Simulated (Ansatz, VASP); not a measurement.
# Te: VASP beside Ansatz, part 2 of 2

One calculation is typed for both programs; each brings its own data sets and cutoff. How far apart do they land?  The cell comes out of the VASP series on this material, whose earlier steps may have relaxed, scaled or displaced it; both programs get it as it stands.

VASP 6.6.1 and Ansatz 0.2.0.

So far: Set-up; Ansatz: band structure, HSE06; VASP: band structure, HSE06.

**3. VASP: band structure, HSE06 (continued)**

Level of this step: HSE06; plane waves and PAW (Te) (VASP).

Numbers of over 12 decimals in the logs are rounded to 6 here.

From OUTCAR (step 3):

```text
ion  position               nearest neighbor table
   1  0.265  0.000  0.333-   3 2.85   2 2.85   3 3.51   3 3.51   2 3.51   2 3.51
   2  0.000  0.265  0.667-   3 2.85   1 2.85   3 3.51   3 3.51   1 3.51   1 3.51
   3  0.735  0.735  0.000-   2 2.85   1 2.85   1 3.51   2 3.51   2 3.51   1 3.51

  LATTYP: Found a hexagonal cell.
 ALAT       =     4.4833029524
 C/A-ratio  =     1.3260156022

 Subroutine GETGRP returns: Found  6 space group operations
 (whereof  2 operations were pure point group operations)

The static configuration has the point symmetry C_2 .
 The point group associated with its full space group is D_3 .

 Found      9 irreducible k-points:

   k-points           NKPTS =      9   k-points in BZ     NKDIM =     48   number of bands    NBANDS=     15

   dimension x,y,z NGX =    30 NGY =   30 NGZ =   40
   dimension x,y,z NGXF=    60 NGYF=   60 NGZF=   80

   ENCUT  =  400.0 eV  29.40 Ry    5.42 a.u.   7.31  7.31  9.69*2*pi/ulx,y,z

   NELECT =      18.0000    total number of electrons

 k-points in reciprocal lattice and weights: Automatic mesh
   0.00000000  0.00000000  0.00000000       0.021
   0.25000000 -0.00000000  0.00000000       0.125
   0.50000000 -0.00000000  0.00000000       0.062
   0.25000000  0.25000000  0.00000000       0.125
   0.00000000  0.00000000  0.33333333       0.042
   0.25000000 -0.00000000  0.33333333       0.125
   0.00000000  0.25000000  0.33333333       0.125
   0.50000000 -0.00000000  0.33333333       0.125
   0.25000000  0.25000000  0.33333333       0.250

  exchange ACFDT corr.  =         0.00000000  see jH, gK, PRB 81, 115126

 average (electrostatic) potential at core
       1 -85.4622       2 -85.4622       3 -85.4622

 E-fermi :   5.3040

 k-point     1 :       0.0000    0.0000    0.0000
  band No.  band energies     occupation
    ...
      5       2.3970      2.00000
      6       2.3970      2.00000
      7       3.5148      2.00000
      8       3.5148      2.00000
      9       4.4637      2.00000
     10       6.9037      0.00000
     11       6.9037      0.00000
     12       7.6052      0.00000
     13      11.0065      0.00000
     14      11.0065      0.00000
    ...

 k-point     2 :       0.2500   -0.0000    0.0000
  band No.  band energies     occupation
    ...
      5       1.1840      2.00000
      6       1.6920      2.00000
      7       3.7125      2.00000
      8       4.2384      2.00000
      9       4.4369      2.00000
     10       6.7640      0.00000
     11       6.9845      0.00000
     12       7.8571      0.00000
     13       9.8764      0.00000
     14      11.3722      0.00000
    ...

 k-point     3 :       0.5000   -0.0000    0.0000
  band No.  band energies     occupation
    ...
      5       0.6082      2.00000
      6       1.4933      2.00000
      7       1.5917      2.00000
      8       4.1917      2.00000
      9       4.4181      2.00000
     10       6.7514      0.00000
     11       6.8778      0.00000
     12       8.9986      0.00000
     13       9.8182      0.00000
     14      13.4851      0.00000
    ...

  energy-cutoff  :      400.00
  volume of cell :      103.48
      direct lattice vectors                 reciprocal lattice vectors
     4.483302952  0.000000000  0.000000000     0.223049839  0.128777884  0.000000000
    -2.241651476  3.882654250  0.000000000     0.000000000  0.257555769  0.000000000
     0.000000000  0.000000000  5.944929664     0.000000000  0.000000000  0.168210569

 POSITION                                       TOTAL-FORCE (eV/Angst)
 -----------------------------------------------------------------------------------
      1.18656      0.00000      1.98164        -0.293371     -0.000000     -0.000000
     -0.59328      1.02759      3.96329         0.146685     -0.254066      0.000000
      1.64837      2.85506      0.00000         0.146685      0.254066      0.000000
 -----------------------------------------------------------------------------------
    total drift:                               -0.000001     -0.000002     -0.000000

  FREE ENERGIE OF THE ION-ELECTRON SYSTEM (eV)
  ---------------------------------------------------
  free  energy   TOTEN  =       -11.8899320113 eV

  energy  without entropy=      -11.8899320113  energy(sigma->0) =      -11.88993201

 total charge
# of ion       s       p       d       tot
------------------------------------------
    1        1.391   1.927   0.043   3.361
    2        1.391   1.927   0.043   3.361
    3        1.391   1.927   0.043   3.361
--------------------------------------------------
tot          4.174   5.781   0.128  10.083

[... 3 further parts left out ...]
```

**4. Comparison**

Known differences besides the PAW data sets themselves: exact exchange at q = 0 is treated differently, which shows on coarse meshes; VASP keeps PBE cores, Ansatz makes them for the functional; the data sets hold 48 valence electrons in Ansatz (default PAW (the set named soft_2) files) and 18 in VASP; the cutoff is 420 eV in Ansatz and 400 eV in VASP; VASP takes a coarser grid for exact exchange (PRECFOCK = Fast). Total energies have different zeros and are not compared.

Both answers:

| quantity | Ansatz | VASP | difference |
| --- | --- | --- | --- |
| gap over the path points (eV) | 0.654 | 0.610 | +0.044 |

Forces (eV/Å; atoms numbered as in POSCAR):

| atom | Ansatz x, y, z | VASP x, y, z |
| --- | --- | --- |
| Te1 | -0.267, 0.000, 0.000 | -0.293, 0.000, 0.000 |
| Te2 | 0.134, -0.231, 0.000 | 0.147, -0.254, 0.000 |
| Te3 | 0.134, 0.231, 0.000 | 0.147, 0.254, 0.000 |

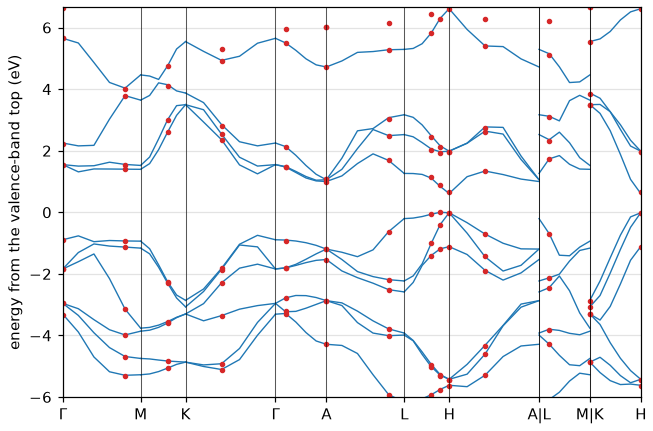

Bands from VASP (lines) and levels from Ansatz (dots). Dots without a line are higher empty bands that the VASP plot leaves out.

Levels at points of the path, from each program's valence-band top (eV; 4 filled, then empty):

| k (reciprocal lattice) | Ansatz | VASP |
| --- | --- | --- |
| 0.000 0.000 0.000 | -2.95 -1.84 -1.84 -0.92 1.54 1.54 2.21 | -2.96 -1.84 -1.84 -0.89 1.55 1.55 2.25 |
| 0.400 0.000 0.000 | -4.00 -3.15 -1.14 -0.94 1.40 1.55 3.76 | -3.98 -3.15 -1.13 -0.93 1.40 1.55 3.79 |
| 0.400 0.200 0.000 | -3.61 -3.56 -2.31 -2.27 2.59 2.99 4.11 | -3.60 -3.55 -2.30 -2.26 2.60 3.01 4.14 |
| 0.200 0.200 0.000 | -3.36 -2.29 -1.87 -1.82 2.35 2.55 2.82 | -3.36 -2.29 -1.85 -1.82 2.36 2.54 2.85 |
| 0.000 0.000 0.100 | -2.78 -1.81 -1.80 -0.92 1.47 1.47 2.10 | -2.78 -1.81 -1.80 -0.90 1.47 1.48 2.13 |
| 0.000 0.000 0.500 | -2.88 -1.55 -1.20 -1.20 0.98 1.07 1.07 | -2.87 -1.53 -1.20 -1.20 1.00 1.06 1.06 |
| 0.400 0.000 0.500 | -3.79 -2.52 -2.20 -0.63 1.69 2.46 3.04 | -3.79 -2.51 -2.19 -0.63 1.69 2.49 3.07 |
| 0.400 0.200 0.500 | -4.95 -1.42 -1.01 -0.06 1.13 2.04 2.46 | -4.94 -1.40 -1.02 -0.06 1.11 2.06 2.49 |
| 0.367 0.267 0.500 | -5.28 -1.20 -0.40 0.00 0.87 1.94 2.13 | -5.27 -1.19 -0.40 0.00 0.84 1.96 2.16 |
| 0.333 0.333 0.500 | -5.44 -1.13 -0.02 -0.02 0.65 1.96 1.96 | -5.42 -1.12 -0.02 -0.02 0.61 1.99 1.99 |

The forces differ by 15 meV/Å r.m.s., which is 9.0 % of the r.m.s. force of 0.17 eV/Å (both taken over all components). Among the levels compared (up to four filled and three empty ones at each point), filled levels agree within 22 meV and empty ones within 44 meV.

**5. Looking for the cause**

The difference is large enough to ask for its cause, so further runs change the set-up of one program at a time, as the table lists.

| run | r.m.s. force difference (meV/Å) |
| --- | --- |
| as above | 15 |
| cores kept as stored, as VASP does | 15 |
| Ansatz's larger PAW set (cutoff 430 eV) | 15 |

**6. Outcome**

```
r.m.s. force difference (band structure, HSE06)                : 15 meV/Å
difference in gap over the path points (band structure, HSE06) : 0.044 eV
```

In words: The r.m.s. force difference is 15 meV/Å (band structure, HSE06), beyond the 12 meV/Å picked in this series as the mark of a large difference. For band structure, HSE06: no further run halves the r.m.s. force difference; only Ansatz's side was varied. 1 further run on this material is not shown. How closely two codes agree says nothing of how well the functional describes the real material.

[Lines on the potential files, build, host, timing and source positions are cut from VASP's logs without a mark.]

[Logs are printed without paths, hosts, clocks, repeated set-up lines and the standing remarks that a program may print on its own settings, such as how far it seeks lower states.]

[Hosts, paths, dates, database ids (printed as entryN), source tags and the programs' standing remarks are cut or masked in the printed files.]
